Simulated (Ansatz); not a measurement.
GeH4O

```xyz
6

Ge    0.0076    0.1336   -0.8286
O     1.0874    0.1996    1.1510
H     0.4639   -0.1121    1.8245
H     1.8142   -0.4408    1.1443
H    -1.0601    1.1065   -0.1333
H    -0.7399   -1.1681   -0.2315
```

Method: Ansatz, RKS B3LYP-D4/def2-SVP.

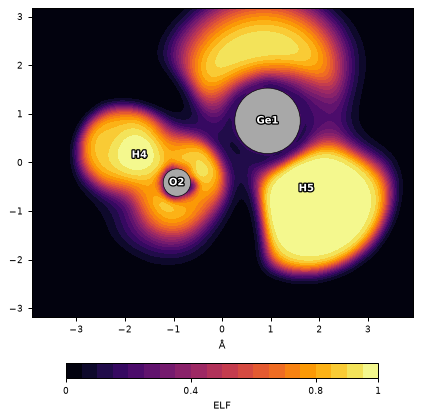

Figure 1. ELF on the plane of atoms O2, Ge1 and H5. Grey discs cover the atomic cores.

### What do the fields say about this system?

- The section cuts through Ge, O and H sites.
- Ge–O (2.26 Å): the ELF is about 0.20 at the midpoint.
- O–H (0.97 Å): the ELF climbs to about 1 towards the hydrogen, as it does in any bond to H; a covalent bond by its length.
- Ge–H (1.60 Å): the ELF climbs to about 1 towards the hydrogen.

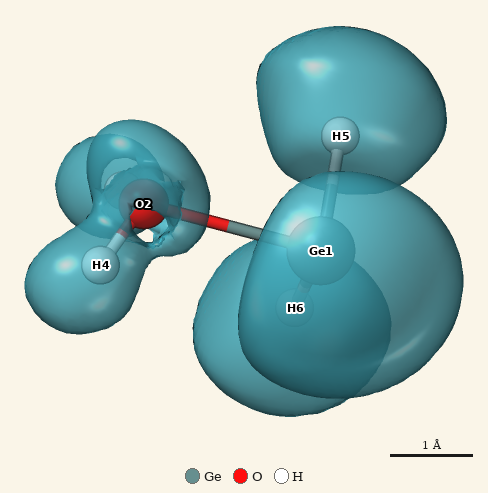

Figure 2. Isosurface of the electron localisation function at 0.8 (cyan), seen at an oblique angle. Only the valence region is drawn (cores and ρ < 0.01 e/Å³ removed).

### Identify the bonds, lone pairs and shells in this picture.

At this value the surface marks out two regions around hydrogen nuclei, one lobe on Ge, pointing away from the bonds (lone pairs) and one joined region spread over several atoms (H, O), in which their bonds and any lone pairs are merged.

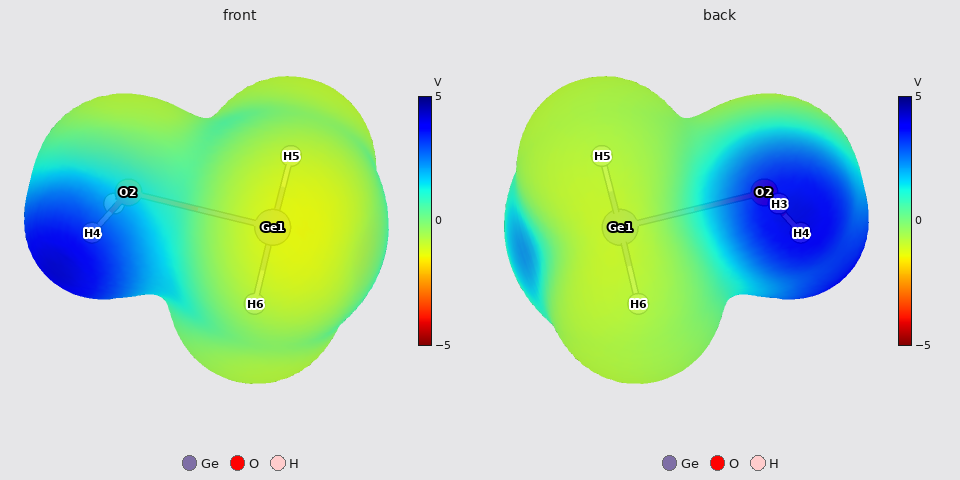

Figure 3. The electrostatic potential painted on the density surface at 0.004 e/bohr³, seen from the front and from behind; red is negative and blue positive.

### Describe the electrostatic potential map.

The most negative region (about −1.4 V) lies over Ge1, the most positive (about +4.1 V) over H3 and H4.
